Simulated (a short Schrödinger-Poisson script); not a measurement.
Stack: MOS inversion layer, SiO2 on p-type GaAs, at 300 K.

| layer | material | thickness (nm) | Na (cm⁻³) |
|---|---|---|---|
| 1 | SiO2 | 3 | - |
| 2 | GaAs | 400 | 1.5e18 |

Constants are typed, rounded textbook-type inputs, not results; the design itself was drawn at random and stands for no fabricated device. SiO2: permittivity 3.9, conduction-band edge (eV) 3.17, gap (eV) 9, electron mass (mₑ) 0.5. GaAs: permittivity 12.9, conduction-band edge (eV) 0, gap (eV) 1.424, Nv at 300 K (cm⁻³) 9e18.

Channel valleys (confinement mass, in-plane density-of-states mass, number): Γ 0.067, 0.067, 1. At the gate the conduction-band edge of layer 1 lies 3.42 eV − eVg above the Fermi level of the channel; the field vanishes at the back. Gaps are held at their typed values at every temperature. Mesh 0.03 nm at interfaces.

Solved with a short Schrödinger-Poisson script written for these runs: 1D Poisson equation in equilibrium, electrons quantum, Hartree (BenDaniel-Duke, 12 states a valley, the channel's in-plane mass for all, wave functions free to enter the dielectric), parabolic valleys, classical holes, full ionisation, no traps, pinning or gate leakage.

Only gate voltages with over 1e8 electrons/cm² are shown.

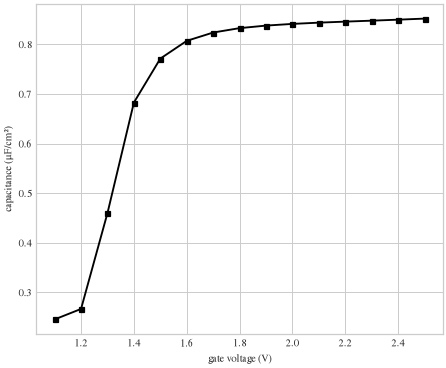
Figure: Quasi-static capacitance against gate voltage

```
Vg (V)  electrons (cm⁻²)  C (μF/cm²)  Γ E0 (meV)  Γ E1 (meV)
------  ----------------  ----------  ----------  ----------
1.1               4.84e8       0.246       189.0       438.1
1.2               8.28e9       0.267       115.4       370.0
1.3              9.56e10       0.460        50.6       310.2
1.4              3.85e11       0.683         9.1       273.0
1.5              7.99e11       0.771       -18.1       249.8
1.6              1.26e12       0.807       -40.0       231.7
1.7              1.74e12       0.824       -59.7       215.6
1.8              2.23e12       0.833       -78.5       200.5
1.9              2.73e12       0.838       -96.8       185.8
2                3.22e12       0.841      -114.9       171.2
2.1              3.73e12       0.844      -132.9       156.7
2.2              4.23e12       0.846      -150.8       142.1
2.3              4.73e12       0.848      -168.8       127.6
2.4              5.23e12       0.850      -186.7       113.1
2.5              5.74e12       0.852      -204.5        98.7
```

Subbands count from the Fermi level.

Above a few 1e12 electrons/cm² a light Γ valley is non-parabolic and upper valleys begin to fill, which the model leaves out.
